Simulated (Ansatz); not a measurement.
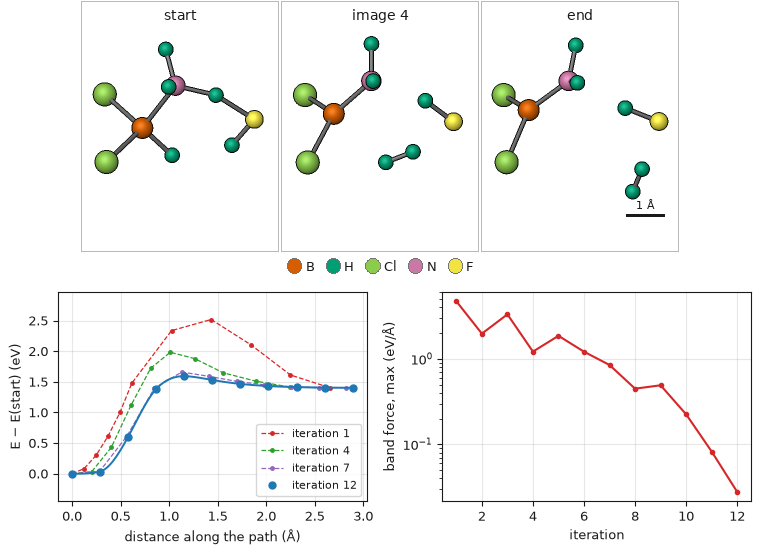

NEB run on BNH₅Cl₂F. Images are numbered from 0 (start) to 10 (end). The plot follows the band through its iterations. The picture is a ball-and-stick view, seen from a free direction.

Computed with UKS PBE-D4/STO-3G in Ansatz. Set-up: 9 movable images; climbing image; force threshold 0.05 eV/Å; iteration limit 55; starting path through a guess of the saddle point.

Q: Judge this run.

A: The result is final at these settings. The band converged in 12 iterations. The largest component of the band force went from 4.7 to 0.028 eV/Å. The climbing image converged on the top of the path. Its vibrational analysis gives one imaginary mode (488i cm⁻¹), as a transition state must have. The first iteration put the highest image at 2.52 eV. The energy climbs by 1.59 eV to image 4 and then falls by 0.19 eV, so the end point sits at +1.40 eV.

Limits of the set-up: STO-3G is a minimal basis, so the numbers are rough.
